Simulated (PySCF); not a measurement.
C5H11B

```yaml
atoms:
  - { symbol: C, position_ang: [2.1676, -0.1315, 0.1123] }
  - { symbol: C, position_ang: [0.7499, 0.1050, -0.4075] }
  - { symbol: B, position_ang: [-0.0604, 1.3548, 0.1215] }
  - { symbol: C, position_ang: [-1.5412, 0.8718, 0.3374] }
  - { symbol: C, position_ang: [-1.6014, -0.5266, -0.3002] }
  - { symbol: C, position_ang: [-0.1884, -1.0900, -0.1497] }
  - { symbol: H, position_ang: [2.5983, -1.0298, -0.3279] }
  - { symbol: H, position_ang: [2.8088, 0.7126, -0.1300] }
  - { symbol: H, position_ang: [2.1588, -0.2540, 1.1935] }
  - { symbol: H, position_ang: [0.8197, 0.2363, -1.4978] }
  - { symbol: H, position_ang: [0.3627, 2.4242, 0.3199] }
  - { symbol: H, position_ang: [-2.3339, 1.5241, -0.0302] }
  - { symbol: H, position_ang: [-1.7088, 0.7819, 1.4160] }
  - { symbol: H, position_ang: [-1.8427, -0.4291, -1.3609] }
  - { symbol: H, position_ang: [-2.3541, -1.1693, 0.1579] }
  - { symbol: H, position_ang: [-0.0407, -1.4426, 0.8737] }
  - { symbol: H, position_ang: [-0.0014, -1.9258, -0.8253] }
```

Geometry: GFN2-xTB.

The calculation used wB97X-D/def2-SVPD, SCF density, gas phase (PySCF 2.14.0).

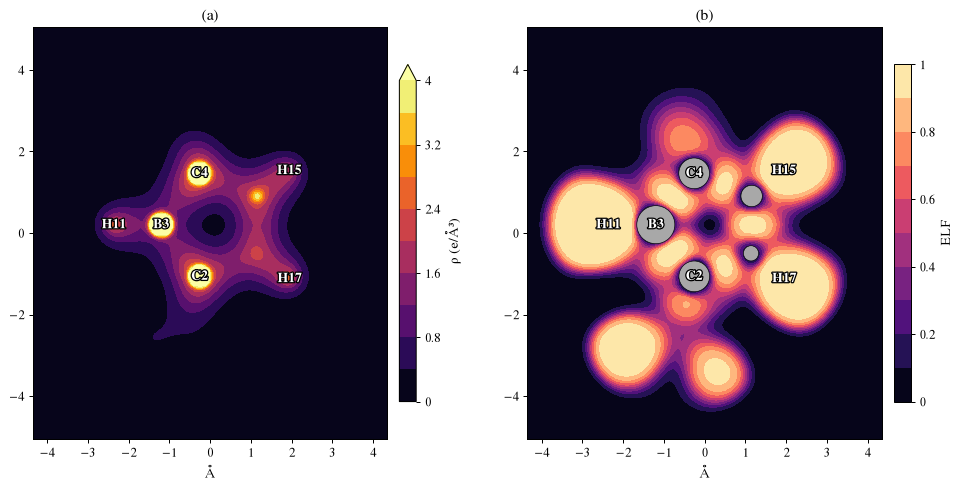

Figure 1. (a) electron density; (b) ELF on the plane of atoms C2, B3 and C4. Grey discs cover the atomic cores in the ELF map.

> What do the fields say about this system?

- The plane passes through C, B and H nuclei.
- C–B (1.57 Å): ρ is about 1.4 e/Å³ halfway; the ELF peaks at about 1 between the atoms, as expected for localised, covalent bonding.
- B–H (1.17 Å): ρ is about 1.3 e/Å³ halfway; the ELF climbs to about 1 towards the hydrogen, as it does in any bond to H: an ordinary covalent bond to hydrogen.

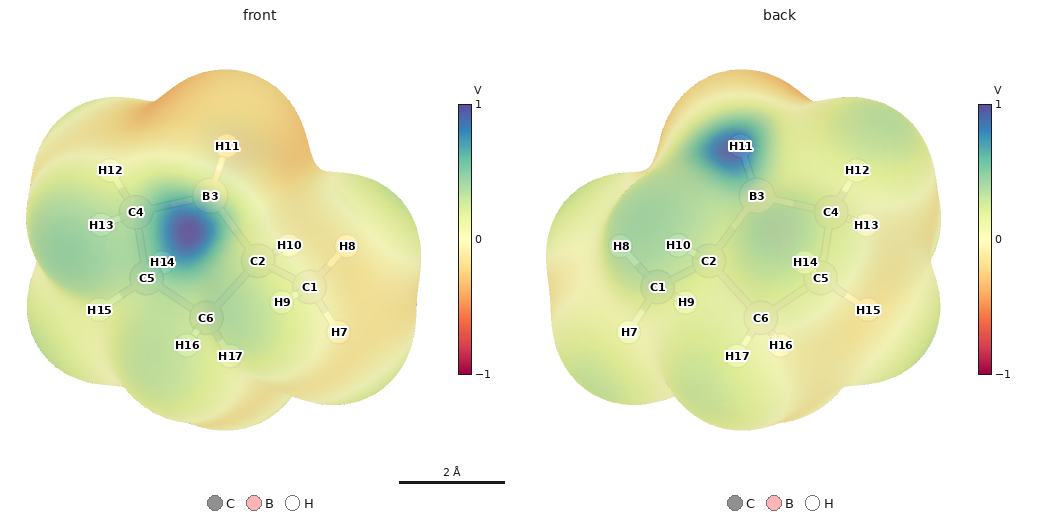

Figure 2. The molecular electrostatic potential painted on the density surface at 0.001 e/bohr³, seen from the front and from behind; the colour scale runs from red (negative) to blue (positive).

> Where is the surface potential most negative and most positive?

The most negative region (about −0.3 V, or −7 kcal/mol for a unit charge) lies over H11, the most positive (about +0.9 V, or +21 kcal/mol for a unit charge) over B3.

> What dipole moment does the calculation give?

Its dipole moment is 0.30 D.
